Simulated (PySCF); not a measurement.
| atom | x (Å) | y (Å) | z (Å) |
| --- | --- | --- | --- |
| Al | 0.0000 | 0.0000 | -1.6329 |
| As | 0.0000 | 0.0000 | 0.5881 |

All numbers below come from PBE0/def2-TZVPPD, non-relativistic Hamiltonian with scalar-relativistic core potentials where named, at a bond length of 2.221 Å (PySCF).

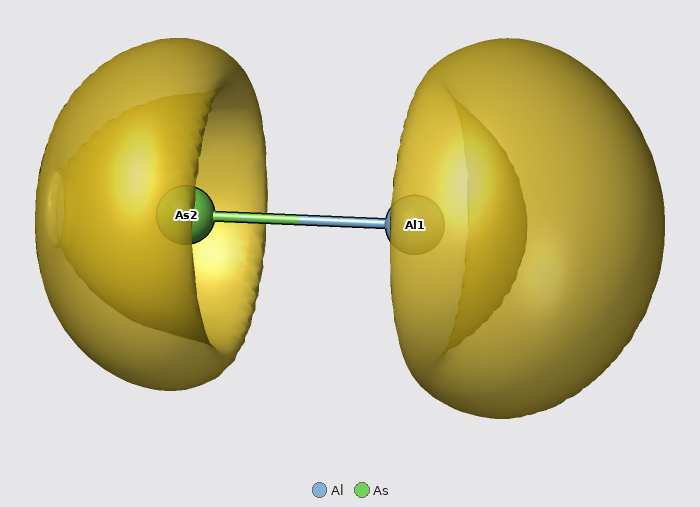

AlAs (charge −1, doublet). Isosurface of the ELF at 0.75 (yellow), seen from one side. Only the valence region is drawn (cores and ρ < 0.01 e/Å³ removed).

**Where are the electrons localised?**

The surface consists of one ring or bowl of non-bonding electrons around As and one lobe on Al, pointing away from the bonds (non-bonding electrons). Profiles from the grid: Al–As (2.22 Å): the ELF peaks at about 0.65 in the valence shell of As, 1.1 Å from its nucleus, and is about 0.65 at the midpoint.
